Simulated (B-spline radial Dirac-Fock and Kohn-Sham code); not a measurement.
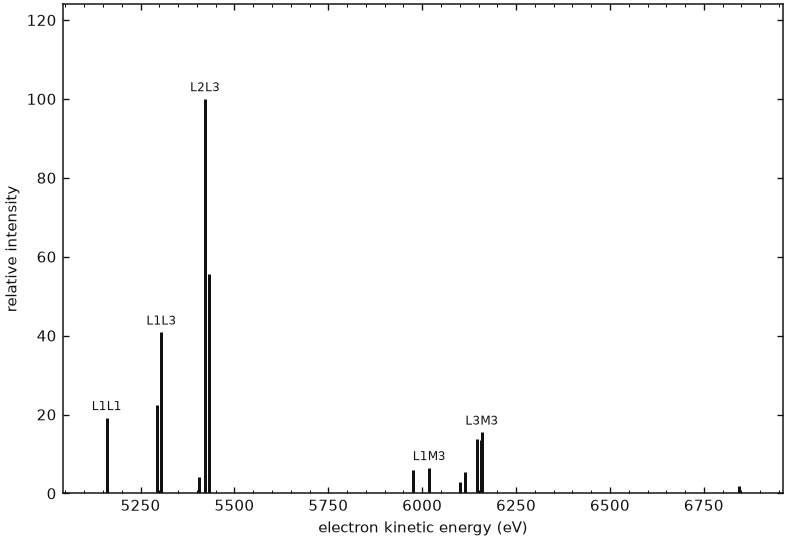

**Figure.** Auger groups that fill a K (1s) hole, as sticks. Kinetic energies count from the vacuum level; very weak lines are left out. System: Fe⁷⁺ ([Ar] 3d1). Computed with a radial B-spline solver: independent-particle Coulomb rates on relativistic LDA orbitals, configuration-average energies from Dirac–Fock.

The strongest group is K-L2L3 at 5.422 keV (32 % of the non-radiative width), followed by K-L3L3 at 5.433 keV (18 %), K-L1L3 at 5.306 keV (13 %), K-L1L2 at 5.293 keV (7.1 %). The lines shown span 5.160 keV to 6.844 keV.
